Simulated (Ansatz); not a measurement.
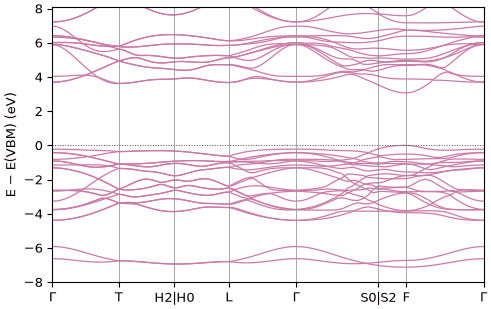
*Band structure from plane-wave PAW PBE (Ansatz code)*

Q: Read off the gap and where the band edges lie.

A: About 3.1 eV (3.07 eV by a search for the band edges); maximum at F, minimum at F.

Q: Which compound is it?
A) ZrPbO3, R3c (Pb on 6a, Zr on 6a, O on 18b)
B) FeBiO3, R3c (Fe on 6a, Bi on 6a, O on 18b)
C) AlZnInO4, R3m (Pearson symbol hR7)
D) Ga2O3, corundum

A: A, ZrPbO3, R3c (Pb on 6a, Zr on 6a, O on 18b)

The start of the workflow was typed in or built on a structure type; neither database checked (COD, Materials Project) lists it. COD files the formula under space group No. 38, 55. Its standing as an ambient phase is unchecked. Symmetry was held in the PBE relaxation; its stability against distortions is not shown here. The run is not spin-polarised. Spin–orbit coupling is left out wherever it is not named.

Potentials: the earlier of the program's two PAW sets.
